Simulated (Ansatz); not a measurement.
# CH2FO (SMILES [O]CF): levels of theory compared

Wanted: a comparison of 6 runs (UHF/STO-3G, U-r2SCAN0/STO-3G, UB2PLYP/STO-3G, UB3LYP/STO-3G, UPBE0/STO-3G, RPA@PBE/STO-3G) of CH2FO. 

The results are computed with Ansatz 0.2.0.

56 further runs of the same task are left out: 56 set aside as unsound or not needed.

### 1 The molecule

The species is CH2FO (5 atoms), meant as a doublet with charge 0. SMILES: `[O]CF`. The H4–C2 distance was set to 2.219 Å, away from the relaxed value. At this shape a bond of the SMILES string is far longer than usual.

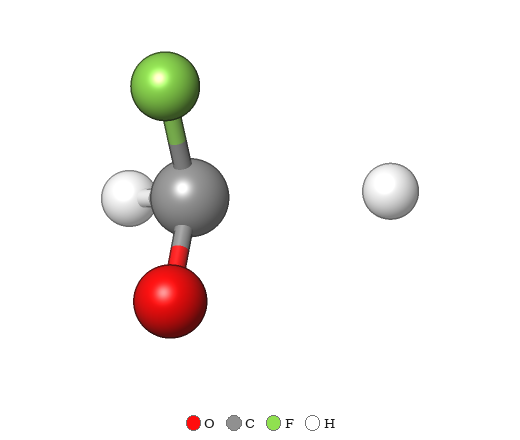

The structure, seen from a chosen angle (oxygen red, carbon grey, fluorine green, hydrogen white).

### 2 A single-point energy at UHF/STO-3G (run 1)

The input, in.yaml:

```yaml
crystal:
  periodic: [false, false, false]
  atoms:
    - {symbol: O, position_ang: [-1.019402, 1.115182, 1.232188]}
    - {symbol: C, position_ang: [0.093698, 0.900182, 0.589188]}
    - {symbol: F, position_ang: [1.208798, 0.737782, 1.379388]}
    - {symbol: H, position_ang: [-0.112900, -0.924800, -0.655200]}
    - {symbol: H, position_ang: [0.292798, 1.747982, -0.098112]}
basis:
  gaussian: {orbitals: STO-3G}
magnetization: {spin_polarized: true, initial_magnetization: 1}
hamiltonian: {xc: hf}
accuracy: high
```

Command:

```bash
$ ansatz run in.yaml --threads 1 --pin off --max-ram 2610MiB --events-out events.jsonl --progress --plain --runs-dir runs
```

The program printed:

```text
Warning: RAYON_NUM_THREADS=1 ignored (pool sized by the plan → 1); use --threads N
Functional definition: HF
  name "HF"
  exchange = exact_x
  correlation = 0
297 factors; integrals over basis functions are off by at most 3.5e-8 eV
mean field evaluation 1: about -5713.9195 eV, gradient 2.9e1 eV
mean field evaluation 2: about -5714.0277 eV, gradient 2.9e1 eV
mean field evaluation 4: about -5720.7028 eV, gradient 3.5e0 eV
mean field evaluation 8: about -5720.7776 eV, gradient 1.5e0 eV
mean field evaluation 16: about -5721.9707 eV, gradient 5.0e-5 eV
mean field evaluation 32: about -5721.9707 eV, gradient 3.0e-4 eV
mean field evaluation 64: about -5720.9282 eV, gradient 1.4e-1 eV
mean field evaluation 96: about -5720.3951 eV, gradient 6.9e-1 eV
mean field evaluation 128: about -5720.8862 eV, gradient 2.2e0 eV
mean field evaluation 160: about -5720.7707 eV, gradient 1.3e-7 eV
mean field -5721.97074157 eV, -210.2785462617 hartree, gradient 2.5e-8 eV, S^2 1.375119; 5 other end points of the search recorded, 0 dependent functions left out
reference -5721.97074157 eV, -210.2785462617 hartree; 13, 12 occupied and 4, 5 virtual orbitals, 297 factors
Total energy: -5721.97074157 eV, -210.2785462617 hartree
```

It took 0.18 s on 1 thread of Arm Neoverse V2, shared host.

### 3 A single-point energy at U-r2SCAN0/STO-3G (run 2)

The input, job.yaml:

```yaml
basis:
  gaussian:
    orbitals: STO-3G
crystal:
  periodic: [false, false, false]
  atoms:
    - {symbol: O, position_ang: [-1.019402, 1.115182, 1.232188]}
    - {symbol: C, position_ang: [0.093698, 0.900182, 0.589188]}
    - {symbol: F, position_ang: [1.208798, 0.737782, 1.379388]}
    - {symbol: H, position_ang: [-0.112900, -0.924800, -0.655200]}
    - {symbol: H, position_ang: [0.292798, 1.747982, -0.098112]}
magnetization:
  spin_polarized: true
  initial_magnetization: 1
hamiltonian:
  xc: {name: r2SCAN0}
accuracy: high
```

Command:

```bash
$ ansatz run job.yaml --threads 1 --pin off --max-ram 2610MiB --events-out events.jsonl --progress --plain --runs-dir runs
```

The program printed:

```text
Warning: RAYON_NUM_THREADS=1 ignored (pool sized by the plan → 1); use --threads N
Functional definition: r2SCAN0
  name "r2SCAN0"
  parameter a = 0.25
  parameter k0 = 0.174
  parameter k1 = 0.065
  parameter a1 = 4.9479
  exchange = (1 - a)*r2scan_x(k0 = k0, k1 = k1, a1 = a1) + a*exact_x
  correlation = r2scan_c
297 factors; integrals over basis functions are off by at most 3.5e-8 eV
mean field evaluation 1: about -5741.0814 eV, gradient 2.3e1 eV
mean field evaluation 2: about -5726.6213 eV, gradient 5.8e1 eV
mean field evaluation 4: about -5744.7945 eV, gradient 3.1e0 eV
mean field evaluation 8: about -5744.9435 eV, gradient 2.9e-1 eV
mean field evaluation 16: about -5744.9290 eV, gradient 4.3e-3 eV
mean field evaluation 32: about -5744.9170 eV, gradient 7.7e-1 eV
mean field -5744.92896544 eV, -211.1222454274 hartree, gradient 7.3e-8 eV, S^2 0.950154; 2 other end points of the search recorded, 0 dependent functions left out
reference -5744.92896596 eV, -211.1222454462 hartree; 13, 12 occupied and 4, 5 virtual orbitals, 297 factors
Total energy: -5744.92896596 eV, -211.1222454462 hartree
```

It took 4.2 s on 1 thread of Arm Neoverse V2, shared host; peak memory 0.21 GiB.

Runs 3 to 5 aren't shown in full; the table further down has their settings and results.

### 4 The energy at RPA@PBE/STO-3G (run 6)

Edit in.yaml of step 2 so:

```diff
@@ -9,5 +9,12 @@
 basis:
-  gaussian: {orbitals: STO-3G}
-magnetization: {spin_polarized: true, initial_magnetization: 1}
-hamiltonian: {xc: hf}
+  gaussian:
+    orbitals: STO-3G
+magnetization:
+  spin_polarized: true
+  initial_magnetization: 1
+hamiltonian:
+  xc: {name: PBE}
+correlation:
+  method: rpa
+  frozen_orbitals: {C: 1, F: 1, H: 0, O: 1}
 accuracy: high
```

Command:

```bash
$ ansatz run in.yaml --threads 1 --pin off --max-ram 2610MiB --events-out events.jsonl --progress --plain --runs-dir runs
```

The program printed, cut to the lines that bear on the results:

```text
Warning: RAYON_NUM_THREADS=1 ignored (pool sized by the plan → 1); use --threads N
Functional definition: PBE
  name "PBE"
[...]
297 factors; integrals over basis functions are off by at most 3.5e-8 eV
[...]
mean field -5741.52535480 eV, -210.9971650432 hartree, gradient 7.2e-8 eV, S^2 0.766564; 3 other end points of the search recorded, 0 dependent functions left out
3 core orbitals not correlated: weight in the atoms' cores, before any rotation towards them, 1.000 or more for the frozen orbitals, at most 0.000 for the correlated occupied ones
reference -5719.73768857 eV, -210.1964830774 hartree; 10, 9 occupied and 4, 5 virtual orbitals, 297 factors
Total energy: -5727.68141604 eV, -210.4884096776 hartree
```

Run time: 1.9 s. Hardware: 1 thread of Arm Neoverse V2, shared host; peak memory 0.12 GiB.

### 5 All runs side by side

| run | level | frozen core orbitals | energy (Eh) | ⟨S²⟩ | wall time |
| --- | --- | --- | --- | --- | --- |
| 1 | UHF/STO-3G | – | -210.278546 | 1.375 | 0.18 s |
| 2 | U-r2SCAN0/STO-3G | – | -211.122245 | 0.950 | 4.2 s |
| 3 | UB2PLYP/STO-3G | 3 | -210.929722 | 1.091 | 2.1 s |
| 4 | UB3LYP/STO-3G | – | -211.194733 | 0.823 | 1.6 s |
| 5 | UPBE0/STO-3G | – | -211.015882 | 0.846 | 1.7 s |
| 6 | RPA@PBE/STO-3G | 3 | -210.488410 | 0.767 | 1.9 s |

### 6 Summary of results

| quantity | value |
| --- | --- |
| run 6: total energy | -210.48841 Eh |
| run 6: RPA correlation energy (valence) | -291.9 mEh |
| run 6: ⟨S²⟩ of the reference determinant | 0.767 |

What this shows: Totals of different functionals can't be ranked against each other. In runs 1, 2, 3, 4, 5, 6 the basis is minimal, so the values are rough. Spin contamination of the reference: run 1 ⟨S²⟩ = 1.38, run 3 ⟨S²⟩ = 1.09, run 2 ⟨S²⟩ = 0.95. Where it is this large, the reference is a mixture of spin states, and values that rest on it are in doubt. All runs together took 12 s, the longest 4.2 s.
